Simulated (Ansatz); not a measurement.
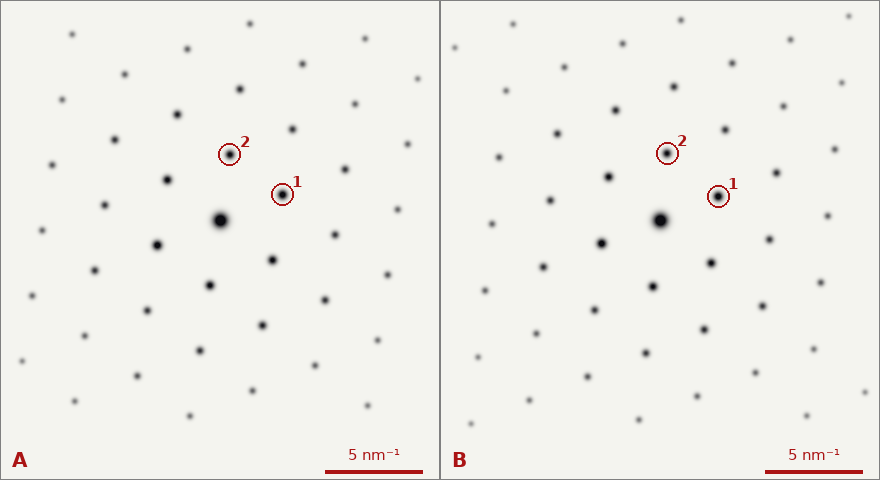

Kinematic electron diffraction patterns (120 kV, B = 0.5 Å², same scale) along [001] of the run's own cell, for the start and the end of one relaxation of SnH2 with Ansatz, DFT PBE, scalar-relativistic, plane waves, PAW. k mesh 16×16×10. The start is a generated model structure, and the relaxation ends in the nearest stationary point of its symmetry, not necessarily the ground state. Spot 1 is -1 1 0 and spot 2 is -1 0 0 in both.

Start structure:

```
CELL_PARAMETERS angstrom
1.70516 -2.87342 0.00000
1.70516 2.87342 0.00000
0.00000 0.00000 5.41231
ATOMIC_POSITIONS crystal
Sn 0.00000 0.00000 0.50000
H 0.50000 0.50000 0.28751
H 0.50000 0.50000 0.71249
```

Question: Which pattern belongs to the start structure, and which to the relaxed one?

Answer: A is the start: its cell gives d(1) = 2.873 Å, d(2) = 2.933 Å and an angle of 59.3°. B is the relaxed structure, with d(1) = 3.085 Å (+7.4 %), d(2) = 2.896 Å (-1.3 %) and 62.0°.

Question: What did the relaxation do to the structure and the energy?

Answer: The volume changed by +6.7 % to 18.86 Å³ an atom; the fractional coordinates hardly changed; the space group stayed Cmmm (No. 65); the free energy fell by 21 meV an atom. Relaxed cell: a = 3.494 Å, b = 3.494 Å, c = 5.594 Å, α = 90.00°, β = 90.00°, γ = 124.02°.
